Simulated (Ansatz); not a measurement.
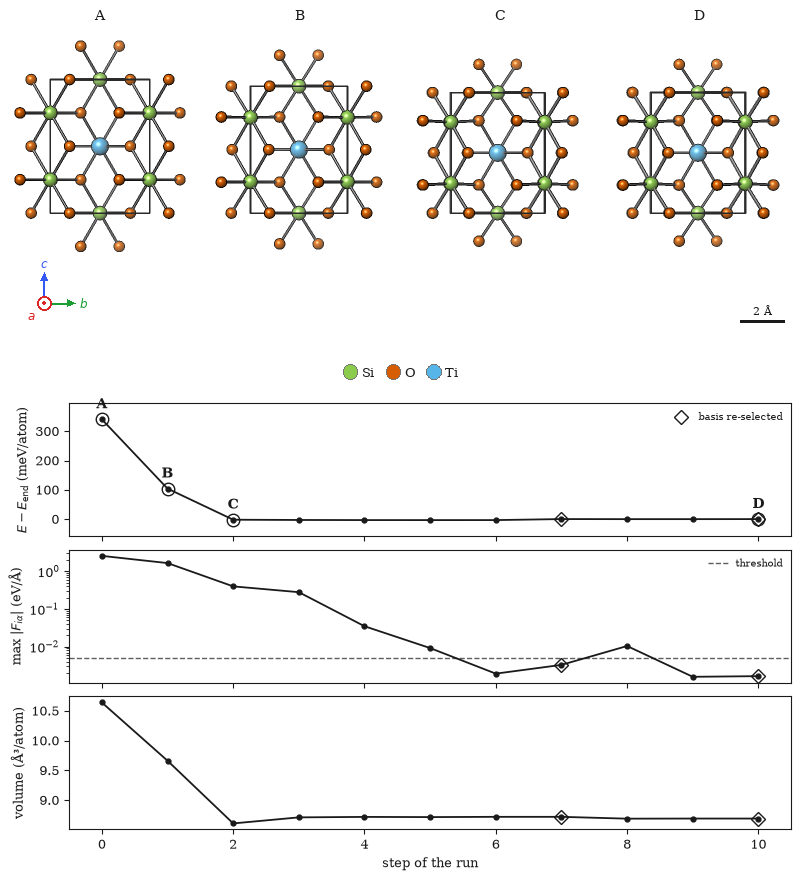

Frames of a relaxation of solid TiSi3O8 (built on the rutile host type), marked on the history of the run. A ball-and-stick model of the cell of the calculation, seen along the a axis.

Method: DFT, PBE, plane waves, PAW in Ansatz 0.2.0. Set-up: plane-wave cutoff 420 eV; k-point mesh 6 × 6 × 4; occupations fermi dirac; smearing width 0.02 eV; no spin polarisation; cell and atoms relaxed; force threshold 0.005 eV/Å.

### Describe the path.

The largest moves relative to the cell, 0.10 Å, are those of O atoms. By element the largest moves are O 0.10 Å, Si 0.03 Å. Ti stays in place. The volume changes by −18.3 %, with a = b 4.560 → 4.338 Å (−4.9 %), c 6.139 → 5.543 Å (−9.7 %), γ 90.0° → 89.0°. Near-neighbour distances that change, for instance: Si–Si 3.070 → 2.710 Å, O–Si 1.980 → 1.773 Å, O–Si 1.980 → 1.807 Å, O–Si 1.973 → 1.827 Å. Bond angles that change, for instance: O–Si–O 101.6° → 93.3°, O–Si–O 78.4° → 86.7°, Si–O–Si 129.2° → 135.4°. The space group stays Cmmm (No. 65). After 8 accepted moves (10 points after the start) the energy has fallen by 341 meV per atom. Largest force component: 2.6 eV/Å at the start, 0.0017 eV/Å at the end. The pressure goes from −34.45 to −0.03 GPa. The SCF was repeated twice at an unchanged geometry on a basis and grid sized afresh for the cell, which shifted the energy by 3.5 meV per atom at most. Cost: 18 s on 1 × NVIDIA H100 80GB HBM3 with 2 threads of AMD EPYC 7R13 Processor (Zen 3) (shared host), peak memory 1.1 GiB. From step 0 to 1: O atoms move most (0.05 Å), volume −9.2 %, energy −237 meV per atom. From step 1 to 2: O atoms move most (0.06 Å), volume −10.9 %, energy −106 meV per atom. From step 2 to 10: volume +0.9 %, energy +2.1 meV per atom.

```json
{"step": "0", "E − E(0), meV/atom": "0.00", "largest force component, eV/Å": "2.5842", "pressure, GPa": "-34.45", "volume, Å³/atom": "10.639", "note": ""}
{"step": "1", "E − E(0), meV/atom": "-236.53", "largest force component, eV/Å": "1.6638", "pressure, GPa": "-23.00", "volume, Å³/atom": "9.662", "note": ""}
{"step": "2", "E − E(0), meV/atom": "-342.83", "largest force component, eV/Å": "0.4008", "pressure, GPa": "3.36", "volume, Å³/atom": "8.609", "note": ""}
{"step": "3", "E − E(0), meV/atom": "-343.71", "largest force component, eV/Å": "0.2810", "pressure, GPa": "-0.05", "volume, Å³/atom": "8.711", "note": ""}
{"step": "4", "E − E(0), meV/atom": "-344.09", "largest force component, eV/Å": "0.0351", "pressure, GPa": "-0.13", "volume, Å³/atom": "8.719", "note": ""}
{"step": "5", "E − E(0), meV/atom": "-344.13", "largest force component, eV/Å": "0.0092", "pressure, GPa": "0.06", "volume, Å³/atom": "8.715", "note": ""}
{"step": "6", "E − E(0), meV/atom": "-344.11", "largest force component, eV/Å": "0.0019", "pressure, GPa": "0.00", "volume, Å³/atom": "8.720", "note": ""}
{"step": "7", "E − E(0), meV/atom": "-340.63", "largest force component, eV/Å": "0.0033", "pressure, GPa": "-0.84", "volume, Å³/atom": "8.720", "note": "same geometry, new basis"}
{"step": "8", "E − E(0), meV/atom": "-340.88", "largest force component, eV/Å": "0.0105", "pressure, GPa": "0.06", "volume, Å³/atom": "8.689", "note": ""}
{"step": "9", "E − E(0), meV/atom": "-340.87", "largest force component, eV/Å": "0.0016", "pressure, GPa": "0.00", "volume, Å³/atom": "8.691", "note": ""}
{"step": "10", "E − E(0), meV/atom": "-340.70", "largest force component, eV/Å": "0.0017", "pressure, GPa": "-0.03", "volume, Å³/atom": "8.691", "note": "same geometry, new basis"}
```
